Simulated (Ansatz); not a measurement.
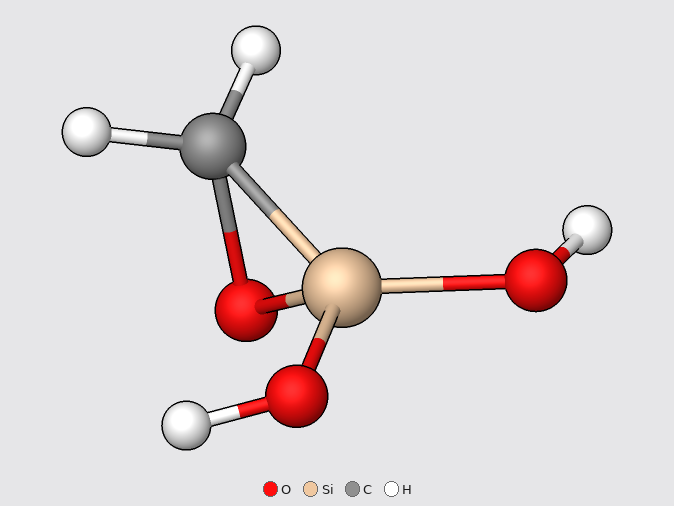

Harmonic vibrations computed with RKS PBE0-D4/def2-TZVP (Ansatz 0.2.0) at a stationary point of the same level.

> How many imaginary frequencies does it have?

A minimum: no imaginary frequency, and the lowest mode lies at 128 cm⁻¹.

> List the wavenumbers.

21 modes: 128, 249, 298, 303, 333, 359, 649, 727, 766, 801, 851, 865, 1026, 1091, 1095, 1156, 1469, 3097, 3169, 3930, 3930 cm⁻¹.
